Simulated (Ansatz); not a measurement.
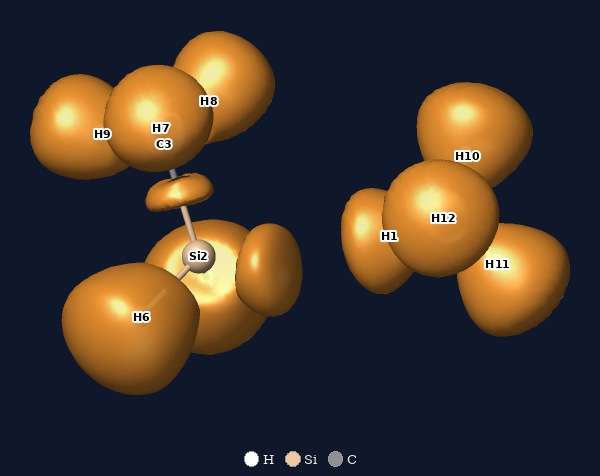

Figure. CH4···CH5Si (doublet). Isosurface of the electron localisation function at 0.85 (orange), seen at a tilt. Core shells and regions of very low density are left out.

All numbers below come from UKS r2SCAN-D4/def2-SVP in Ansatz 0.2.0.

```xyz
12

H    -1.2730    0.3292   -1.2586
Si    1.1562   -1.3316    0.3210
C     1.4874   -0.0522    1.6630
C    -2.0611    0.9945   -1.6405
H     0.6090   -2.6074    0.8817
H     2.3769   -1.6199   -0.4966
H     1.8578    0.8893    1.2290
H     0.5711    0.1707    2.2311
H     2.2468   -0.4200    2.3743
H    -2.5880    1.4618   -0.7975
H    -2.7734    0.4106   -2.2392
H    -1.6097    1.7748   -2.2677
```

Q: Describe the localisation domains.

A: The ELF exceeds this value in one region between bonded C–Si atoms (shared pairs), nine regions around hydrogen nuclei and one lobe on Si, pointing away from the bonds (non-bonding electrons).

Values along the shortest contacts:
Si2···H1 (3.34 Å): the ELF dips to about 0 between them (a non-bonded, intermolecular contact). C–Si (1.88 Å): the ELF peaks at about 0.95 between the atoms (a covalent bond).
